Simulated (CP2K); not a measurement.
# CH6NPSi (SMILES C1NP[SiH2]1) at BLYP-D3(BJ)/DZVP-MOLOPT-SR-GTH (core potential)

What is the vertical ionisation energy of CH6NPSi at BLYP-D3(BJ)/DZVP-MOLOPT-SR-GTH (core potential)? 

Program for the calculation: CP2K 2026.2.

1 further run of the same task is left out (set aside as unsound or not needed).

## Step 1: The system as given

CH6NPSi has 10 atoms, charge 0, and is taken as a singlet. As SMILES, `C1NP[SiH2]1`. Geometry: relaxed at PBE0-D4/def2-TZVP.

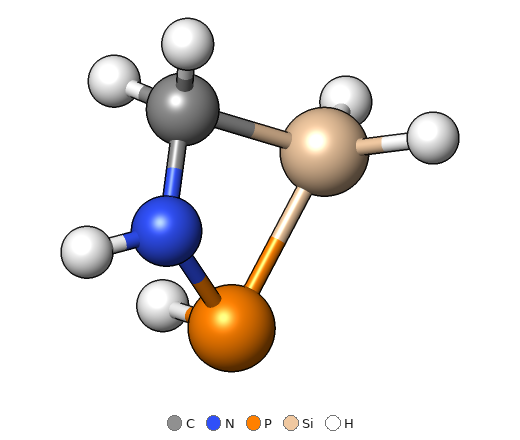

Viewed from a chosen angle; carbon grey, nitrogen blue, phosphorus orange, silicon light orange, hydrogen white.

## Step 2: The energy at BLYP-D3(BJ)/DZVP-MOLOPT-SR-GTH (core potential)

The input, molecule.inp:

```
&GLOBAL
 PROJECT molecule
 RUN_TYPE ENERGY
 PRINT_LEVEL MEDIUM
&END GLOBAL

&FORCE_EVAL
 METHOD QS
 &DFT
  BASIS_SET_FILE_NAME BASIS_MOLOPT
  POTENTIAL_FILE_NAME GTH_POTENTIALS
  CHARGE 0
  MULTIPLICITY 1
  &QS
   METHOD GPW
   EPS_DEFAULT 1.0E-10
  &END QS
  &MGRID
   CUTOFF 400
   REL_CUTOFF 50
   NGRIDS 4
  &END MGRID
  ! no periodic images
  &POISSON
   PERIODIC NONE
   POISSON_SOLVER MULTIPOLE
  &END POISSON
  ! self-consistent field
  &SCF
   SCF_GUESS ATOMIC
   EPS_SCF 1.0E-06
   MAX_SCF 100
   ADDED_MOS 3
   &DIAGONALIZATION
    ALGORITHM STANDARD
   &END DIAGONALIZATION
   &MIXING
    METHOD PULAY_MIXING
    ALPHA 0.4
    NBUFFER 8
   &END MIXING
  &END SCF
  &XC
   &XC_FUNCTIONAL BLYP
   &END XC_FUNCTIONAL
   &VDW_POTENTIAL
    POTENTIAL_TYPE PAIR_POTENTIAL
    &PAIR_POTENTIAL
     TYPE DFTD3(BJ)
     PARAMETER_FILE_NAME dftd3.dat
     REFERENCE_FUNCTIONAL BLYP
     R_CUTOFF 15
    &END PAIR_POTENTIAL
   &END VDW_POTENTIAL
  &END XC
  &PRINT
   &MOMENTS
    PERIODIC F
    REFERENCE COM
    MAX_MOMENT 1
   &END MOMENTS
   &MO ON
    ENERGIES T
    OCCUPATION_NUMBERS T
    NDIGITS 6
    &EACH
     QS_SCF 0
    &END EACH
    ADD_LAST NUMERIC
   &END MO
   &HIRSHFELD OFF
   &END HIRSHFELD
  &END PRINT
 &END DFT
 ! atoms, cell and kinds
 &SUBSYS
  &CELL
   ABC [angstrom] 10 10.6 10.5
   PERIODIC NONE
  &END CELL
  &COORD
   UNIT bohr
   C     -0.9805789     1.4242866    -0.5296902
   N      0.7345365     1.6387705     1.6349910
   P      1.8404043    -1.3530439     2.4111016
   Si     0.7224423    -1.5066786    -1.7147375
   H     -0.9938070     3.1129458    -1.7209736
   H     -2.9370123     0.9682957     0.0068030
   H      0.2390504     2.8355341     3.0407583
   H     -0.4782897    -2.6335223     3.0830882
   H      2.8215501    -0.9446741    -3.4924029
   H     -0.8110705    -3.6386677    -2.7132688
  &END COORD
  &TOPOLOGY
   &CENTER_COORDINATES
   &END CENTER_COORDINATES
  &END TOPOLOGY
  &KIND C
   BASIS_SET DZVP-MOLOPT-SR-GTH-q4
   POTENTIAL GTH-BLYP-q4
  &END KIND
  &KIND N
   BASIS_SET DZVP-MOLOPT-SR-GTH-q5
   POTENTIAL GTH-BLYP-q5
  &END KIND
  &KIND P
   BASIS_SET DZVP-MOLOPT-SR-GTH-q5
   POTENTIAL GTH-BLYP-q5
  &END KIND
  &KIND Si
   BASIS_SET DZVP-MOLOPT-SR-GTH-q4
   POTENTIAL GTH-BLYP-q4
  &END KIND
  &KIND H
   BASIS_SET DZVP-MOLOPT-SR-GTH-q1
   POTENTIAL GTH-BLYP-q1
  &END KIND
 &END SUBSYS
&END FORCE_EVAL
```

Command:

```console
$ OMP_NUM_THREADS=1 cp2k.psmp -i molecule.inp -o molecule.out
```

What it wrote, cut to the lines that bear on the results:

```text
CP2K| version string:                                       CP2K version 2026.2
[...]
 GLOBAL| Method name                                                        CP2K
[...]
 GLOBAL| Run type                                                         ENERGY
[...]
 DFT| Spin restricted Kohn-Sham (RKS) calculation                            RKS
 DFT| Multiplicity                                                             1
[...]
 DFT| Charge                                                                   0
[...]
 FUNCTIONAL| BECKE88:
 FUNCTIONAL| LYP:
[...]
 QS| Method:                                                                 GPW
[...]
 QS| Density cutoff [a.u.]:                                                200.0
[...]
 QS| Relative density cutoff [a.u.]:                                        25.0
[...]
                             - Atoms:                                         10
[...]
                             - Spherical basis functions:                     82
[...]
 Number of electrons:                                                         24
[...]
     1 NoMix/Diag. 0.40E+00    0.8     1.13319583       -28.8507985232 -2.89E+01
[...]
    17 Pulay/Diag. 0.40E+00    0.9     0.00000084       -29.5558349320  2.43E-06
  *** SCF run converged in    17 steps ***
[...]
  Overlap energy of the core charge distribution:               0.00000063457188
  Self energy of the core charge distribution:                -73.40408961251025
  Core Hamiltonian energy:                                     20.50064526479195
  Hartree energy:                                              32.59551395531420
  Exchange-correlation energy:                                 -9.22722851174826
  Dispersion energy:                                           -0.02067666240605
  Total energy:                                               -29.55583493198653
[...]
                     Mulliken Population Analysis
 #  Atom  Element  Kind  Atomic population                           Net charge
       1     C        1          4.240794                             -0.240794
       2     N        2          5.162809                             -0.162809
       3     P        3          5.025557                             -0.025557
       4     Si       4          3.920408                              0.079592
       5     H        5          0.935101                              0.064899
       6     H        5          0.931948                              0.068052
       7     H        5          0.886937                              0.113063
       8     H        5          0.963020                              0.036980
       9     H        5          0.964611                              0.035389
      10     H        5          0.968813                              0.031187
 # Total charge                             24.000000                  0.000000
[...]
  Dipole moment [Debye]
    X= -0.1644236E+01 Y=  0.3738279E+00 Z= -0.3662903E+00  Total=      1.7255225
 ENERGY| Total FORCE_EVAL ( QS ) energy [hartree]            -29.555834931986531
[...]
```

It took 16 s on 1 thread of Arm Neoverse V2, shared host; peak memory 1.4 GiB.

## Step 3: The doublet cation

The input, qs.inp:

```
&GLOBAL
   PROJECT qs
   RUN_TYPE ENERGY
   PRINT_LEVEL MEDIUM
&END GLOBAL
&FORCE_EVAL
   METHOD QUICKSTEP
   &DFT
      BASIS_SET_FILE_NAME BASIS_MOLOPT
      POTENTIAL_FILE_NAME GTH_POTENTIALS
      CHARGE 1
      MULTIPLICITY 2
      SPIN_POLARIZED T
      # Quickstep
      &QS
         METHOD GPW
         EPS_DEFAULT 1.0E-10
      &END QS
      # plane-wave cutoff in Ry
      &MGRID
         CUTOFF 400
         REL_CUTOFF 50
         NGRIDS 4
      &END MGRID
      # isolated system
      &POISSON
         PERIODIC NONE
         POISSON_SOLVER MULTIPOLE
      &END POISSON
      &SCF
         SCF_GUESS ATOMIC
         EPS_SCF 1.0E-06
         MAX_SCF 30
         &OT
            MINIMIZER DIIS
            PRECONDITIONER FULL_ALL
         &END OT
         &OUTER_SCF
            EPS_SCF 1.0E-06
            MAX_SCF 8
         &END OUTER_SCF
      &END SCF
      # exchange and correlation
      &XC
         &XC_FUNCTIONAL BLYP
         &END XC_FUNCTIONAL
         &VDW_POTENTIAL
            POTENTIAL_TYPE PAIR_POTENTIAL
            &PAIR_POTENTIAL
               TYPE DFTD3(BJ)
               PARAMETER_FILE_NAME dftd3.dat
               REFERENCE_FUNCTIONAL BLYP
               R_CUTOFF 15
            &END PAIR_POTENTIAL
         &END VDW_POTENTIAL
      &END XC
      &PRINT
         &MOMENTS
            PERIODIC F
            REFERENCE COM
            MAX_MOMENT 1
         &END MOMENTS
         &MO_CUBES
            NLUMO 1
            NHOMO -1
            WRITE_CUBE F
         &END MO_CUBES
         &HIRSHFELD OFF
         &END HIRSHFELD
      &END PRINT
   &END DFT
   # structure
   &SUBSYS
      # box in angstrom
      &CELL
         ABC 10 10.6 10.5
         PERIODIC NONE
      &END CELL
      &COORD
         C     -0.518900     0.753700    -0.280300
         N      0.388700     0.867200     0.865200
         P      0.973900    -0.716000     1.275900
         Si     0.382300    -0.797300    -0.907400
         H     -0.525900     1.647300    -0.910700
         H     -1.554200     0.512400     0.003600
         H      0.126500     1.500500     1.609100
         H     -0.253100    -1.393600     1.631500
         H      1.493100    -0.499900    -1.848100
         H     -0.429200    -1.925500    -1.435800
      &END COORD
      &TOPOLOGY
         &CENTER_COORDINATES
         &END CENTER_COORDINATES
      &END TOPOLOGY
      &KIND C
         BASIS_SET DZVP-MOLOPT-SR-GTH-q4
         POTENTIAL GTH-BLYP-q4
      &END KIND
      &KIND N
         BASIS_SET DZVP-MOLOPT-SR-GTH-q5
         POTENTIAL GTH-BLYP-q5
      &END KIND
      &KIND P
         BASIS_SET DZVP-MOLOPT-SR-GTH-q5
         POTENTIAL GTH-BLYP-q5
      &END KIND
      &KIND Si
         BASIS_SET DZVP-MOLOPT-SR-GTH-q4
         POTENTIAL GTH-BLYP-q4
      &END KIND
      &KIND H
         BASIS_SET DZVP-MOLOPT-SR-GTH-q1
         POTENTIAL GTH-BLYP-q1
      &END KIND
   &END SUBSYS
&END FORCE_EVAL
```

Command:

```console
$ OMP_NUM_THREADS=1 cp2k.psmp -i qs.inp -o qs.out
```

What it wrote, cut to the lines that bear on the results:

```text
CP2K| version string:                                       CP2K version 2026.2
[...]
 GLOBAL| Method name                                                        CP2K
[...]
 GLOBAL| Run type                                                         ENERGY
[...]
 DFT| Spin unrestricted (spin-polarized) Kohn-Sham calculation               UKS
 DFT| Multiplicity                                                             2
[...]
 DFT| Charge                                                                   1
[...]
 FUNCTIONAL| BECKE88:
 FUNCTIONAL| LYP:
[...]
 QS| Method:                                                                 GPW
[...]
 QS| Density cutoff [a.u.]:                                                200.0
[...]
 QS| Relative density cutoff [a.u.]:                                        25.0
[...]
                             - Atoms:                                         10
[...]
                             - Spherical basis functions:                     82
[...]
 Number of electrons:                                                         12
[...]
     1 OT DIIS     0.15E+00    1.4     0.10199424       -27.0826738676 -2.71E+01
[...]
     3 OT DIIS     0.15E+00    1.5     0.00000087       -29.2525869890 -5.94E-10
  *** SCF run converged in     3 steps ***
[...]
  Overlap energy of the core charge distribution:               0.00000063457154
  Self energy of the core charge distribution:                -73.40408961251025
  Core Hamiltonian energy:                                     20.16299131394185
  Hartree energy:                                              32.92070744593426
  Exchange-correlation energy:                                 -8.91152010856259
  Dispersion energy:                                           -0.02067666242359
  Total energy:                                               -29.25258698904878
[...]
  Dipole moment [Debye]
    X= -0.1702790E+01 Y=  0.7044405E+00 Z=  0.9753302E+00  Total=      2.0849458
[...]
 HOMO - LUMO gap [eV] :    0.612747
 ENERGY| Total FORCE_EVAL ( QS ) energy [hartree]            -29.252586989048780
[...]
```

Run time: 54 s. Hardware: 1 thread of Arm Neoverse V2, shared host; peak memory 1.1 GiB.

## Step 4: Results

At BLYP-D3(BJ)/DZVP-MOLOPT-SR-GTH (core potential):

```
                                          quantity          value
                     singlet CH6NPSi: total energy   -29.55583 Eh
                    singlet CH6NPSi: dipole moment         1.73 D
                      singlet CH6NPSi: HOMO energy       -5.16 eV
                      singlet CH6NPSi: LUMO energy       -0.84 eV
                    singlet CH6NPSi: HOMO–LUMO gap        4.32 eV
                singlet CH6NPSi: dispersion energy  -54.29 kJ/mol
                      doublet cation: total energy   -29.25259 Eh
doublet cation: HOMO energy (highest over α and β)      -11.92 eV
 doublet cation: LUMO energy (lowest over α and β)      -11.30 eV
                 doublet cation: dispersion energy  -54.29 kJ/mol
                              doublet cation: ⟨S²⟩          0.755
vertical ionisation energy (to the doublet cation)       8.252 eV
```

**Reading.** Removing an electron at fixed nuclei costs 8.25 eV (190 kcal/mol). −ε(HOMO) before ionisation, 5.16 eV, is 3.09 eV below this ionisation energy.
